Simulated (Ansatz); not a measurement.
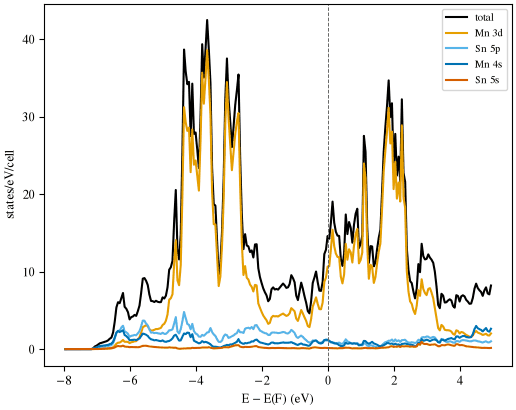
*Total and projected density of states of Mn3Sn in space group Cmcm (No. 63; Mn on 8g, Mn on 4c, Sn on 4c), r²SCAN in the plane-wave PAW code Ansatz*

Question: Which orbitals carry the states next to the Fermi level?

Answer: Within 0.5 eV of the Fermi level: Mn 3d 75 %, Sn 5p 8 %, Mn 4s 7 %, outside the projected shells 9 %. Projections are on Löwdin-orthogonalised atomic valence shells; empty p or d shells of many metals are not among them.

Question: Where is the tallest occupied peak in this window, and what makes it?

Answer: Near -3.6 eV, about 42 states/eV per cell; the largest projected share is Mn 3d.

The workflow started from an entry of the Crystallography Open Database (COD); the relaxed space group is not among those it files for this formula. COD files the formula under space group No. 194. Its standing as an ambient phase is unchecked. Symmetry was held in the r²SCAN relaxation, as lowered by the spin order; whether a distortion lowers the energy is not shown. Magnetic state: antiferromagnetic, chosen from 5 collinear starts compared on coarse meshes (ties went to the first, and starts can fall back to one state), not a proven ground state. The program gave a warning on the electronic state, which may not be the lowest. Scalar-relativistic: spin–orbit coupling is off unless named, which matters more the heavier the elements.

Potentials: the earlier of the program's two PAW sets. The files were generated under PBE; for other functionals the program regenerates the frozen cores, and for LDA and PBEsol the local potential too.
